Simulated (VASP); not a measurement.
Data:

```
CELL_PARAMETERS angstrom
      0.00000     3.68531     3.68531
      3.68531     0.00000     3.68531
      3.68531     3.68531     0.00000
ATOMIC_POSITIONS crystal
  Sr 0.00000 0.00000 0.00000
  Te 0.25000 0.25000 0.25000
```

Level of theory: PBEsol GGA, VASP's PBE PAW potentials (set 64) (plane waves; VASP 6.6.1). Settings: 400 eV cut-off, 7×7×7 Γ-centred mesh, tetrahedra with Blöchl corrections, potentials Sr_sv Te.

Unless said otherwise, spin-orbit coupling is left out, though it shifts the bands of the heavy elements here.

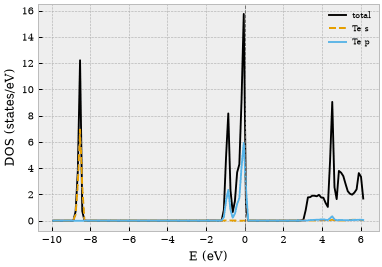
Figure. Total and projected density of states, zero at the valence-band maximum

Within 2 eV below the valence-band maximum the largest weight inside VASP's projection spheres is Te p.

It has a band gap.

The structure was generated: SrTe was put into the zinc blende type (F-43m), which need not be its known phase. It was relaxed first, which changed the volume by -12 %.
